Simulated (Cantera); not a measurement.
Input: 1 mol Ti, 0.13 mol H₂O, 10 mol CO, at 1548 K.

Equilibrium computed with Cantera from the NASA thermochemical tables; the gas is ideal and each condensed phase is pure. Candidate condensed phases: C, C₆H₆, C₇H₈, C₈H₁₈, H₂O, Ti, TiC, TiO, TiO₂, Ti₂O₃, Ti₃O₅, Ti₄O₇; 113 gas species. Mutual solubility and eutectic melting of coexisting phases are not modelled. TiC: taken at fixed stoichiometry. Condensed phases not in the tables: Magnéli phases beyond Ti₄O₇. Gases not in the tables: TiO(OH)₂. Kinetics and transport are ignored.

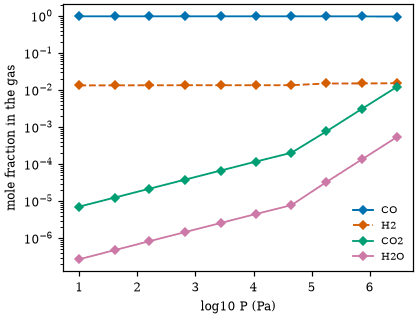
Figure. Equilibrium gas composition (values under 1e-9 drawn at 1e-9)

From 0.0750 Torr to 82.5 Torr the condensed part is TiC(s) + Ti₂O₃(s). At 338 Torr the condensed part is TiC(s) + Ti₃O₅(s). At 1350 Torr the condensed part is C(graphite) + Ti₃O₅(s). At 5550 Torr the condensed part is C(graphite) + Ti₄O₇(s). At 22500 Torr the condensed part is C(graphite) + TiO₂(rutile).
